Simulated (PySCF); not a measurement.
**A diatomic session: InCl**

Aim: find the lowest electronic state of InCl, scan its bond at several levels of theory, and get bond length, wavenumber and dissociation energy from each curve.

Computed with PySCF 2.14.0. Level: In def2-TZVPPD with ECP28, Cl def2-TZVPPD, scalar-relativistic core potentials.

## 1. Set-up

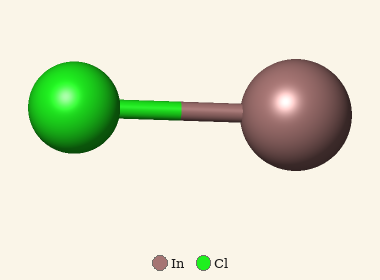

The two atoms at the starting distance (indium brown, chlorine green).

The job is set up so:

```json
{
 "atoms": "In, Cl",
 "charge": "0",
 "basis": "In def2-TZVPPD with ECP28, Cl def2-TZVPPD",
 "Hamiltonian": "scalar-relativistic core potentials",
 "basis functions": "107",
 "electrons treated": "38",
 "masses in u": "114.9039, 34.9689",
 "levels": "PBE0, PBE, r²SCAN, revPBE, BLYP, B2PLYP, B3LYP, PBEsol, LC-ωPBE, HF, MP2, SCS-MP2, CCSD, CCSD(T)",
 "grid": "80 radial by 434 angular points",
 "occupations": "held fixed by the projection of orbital angular momentum",
 "dissociation limit": "In + Cl, each in its ground configuration",
 "starting distance in angstrom": "2.360",
 "values of 2S to try": "0, 2"
}
```

Started as:

```bash
$ OMP_NUM_THREADS=2 python dia.py task.json out
```

After this run come: PBE0 along the bond; Excited determinants; PBE; r²SCAN (meta-GGA); revPBE; BLYP (GGA); B2PLYP (double hybrid); B3LYP; PBEsol; LC-ωPBE (range-separated hybrid); RHF (mean field); MP2 and coupled cluster.

Before running it: what results should come out? Wanted: for each run, Re; ωe; De; μ.

**Answer**, as computed:

Lowest PBE0 solution found, without spin–orbit coupling: ¹Σ⁺ (singlet), closed shell. State 2 has its PBE0 minimum 3.41 eV higher. The other levels ran on the lowest alone.

```csv
level,Re (Å),ωe (cm⁻¹),De (eV),μ (D)
RHF,2.433,308,3.41,-3.68
RHF-MP2,2.406,319,4.72,n/a
RHF-SCS-MP2,2.418,314,4.57,n/a
RHF-CCSD,2.414,317,4.38,n/a
RHF-CCSD(T),2.414,317,4.50,n/a
PBE,2.440,298.5,4.70,-3.60
PBEsol,2.411,310,4.92,-3.37
revPBE,2.456,291.0,4.50,-3.72
BLYP,2.472,285.9,4.52,-3.85
r²SCAN,2.415,313,4.68,-3.41
B3LYP,2.446,297.9,4.50,-3.82
PBE0,2.417,310,4.58,-3.57
LC-ωPBE,2.391,322,4.47,-3.42
B2PLYP,2.428,307,4.56,-3.76
```

De is counted to In + Cl in their ground configurations. A positive dipole means In(−)Cl(+).

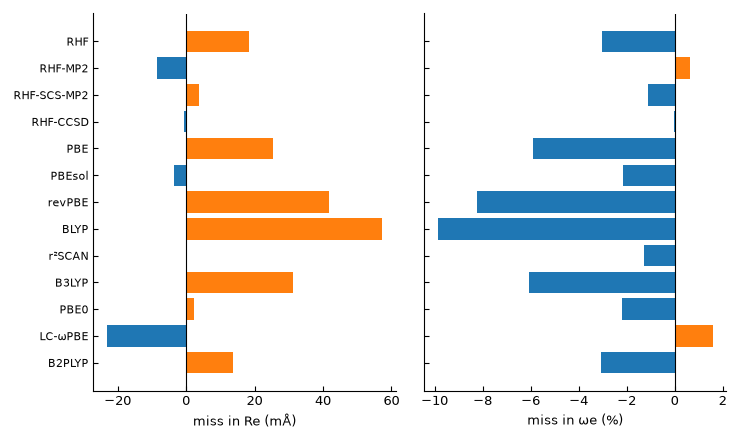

Differences in bond length and wavenumber from CCSD(T) in the same basis.

In words: Judged by CCSD(T) in the same basis: best bond length RHF-CCSD and r²SCAN (0 mÅ), worst BLYP (+57 mÅ); best wavenumber RHF-CCSD (0.0 %), worst BLYP (-9.9 %). Among the levels with a De in the table, it runs from 3.41 eV (RHF) to 4.92 eV (PBEsol).

Correlated steps freeze 9 core orbitals. These are scalar-relativistic numbers at best; spin–orbit coupling would shift them, the dissociation energy most. B2PLYP dipoles, levels and charges come from its SCF part alone.
